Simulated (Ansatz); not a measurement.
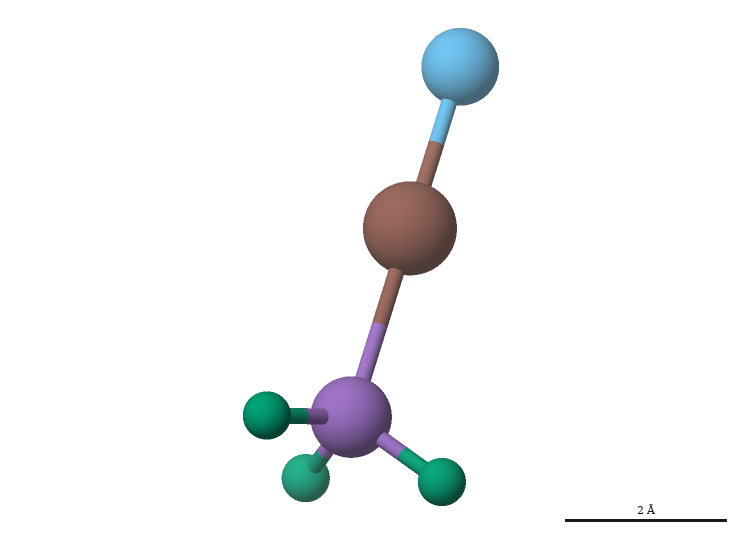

Rendered structure (ball-and-stick style). Every bond is drawn as one stick, whatever its order. Colours: magnesium brown, silicon purple, chlorine blue, hydrogen teal.

What does the picture show?

The molecule is ClH3MgSi. Coordination: 1 Mg linear; 1 Si tetrahedral.

The parts below concern this one geometry. Atoms keep their numbers from picture to picture. The geometry was computed by an optimisation with PBE0-D4/def2-TZVP.

Electronic properties

Properties computed with RKS PBE0-D4/def2-TZVPP (Ansatz 0.2.0).

**Estimate the HOMO energy (Kohn–Sham orbital).**

−7.52 eV.

**Estimate the LUMO energy (Kohn–Sham orbital).**

−1.24 eV.

Vibrations

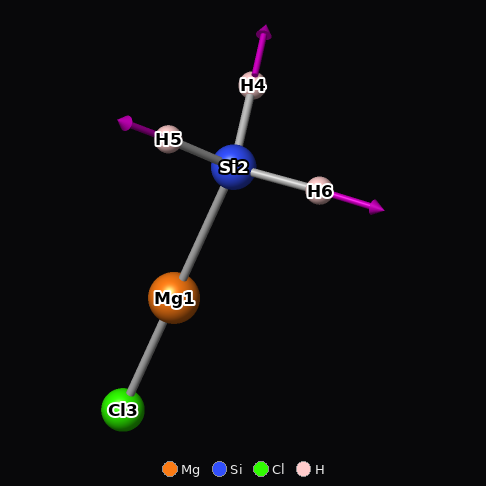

The arrows show one normal mode. Harmonic vibrations computed with RKS PBE0-D4/def2-TZVP (Ansatz 0.2.0) at a stationary point of the same level.

**Describe the motion.**

Mostly in-phase stretching of 3 Si–H bonds.

**At what wavenumber does it lie?**

2187 cm⁻¹; it is mode 10 of 12 counted from the lowest.

Dipole moment

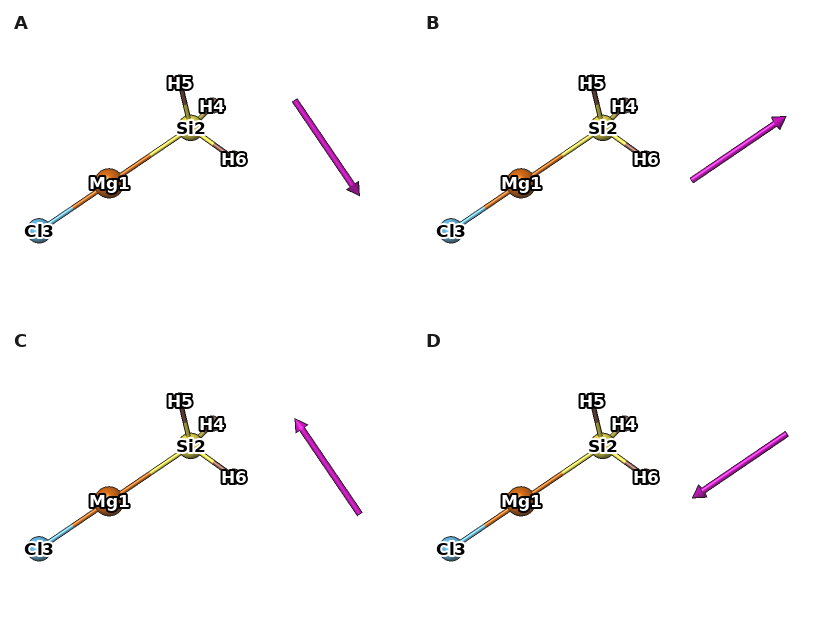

The same molecule four times, each with an arrow. Level of theory: RKS PBE0-D4/def2-TZVP (Ansatz 0.2.0).

**Which arrow points along the dipole moment, from the negative to the positive end?**

B. The dipole moment is 1.51 D; it points from the side of Cl3 to the side of H4, H5, H6 (the outermost atoms at the two ends).
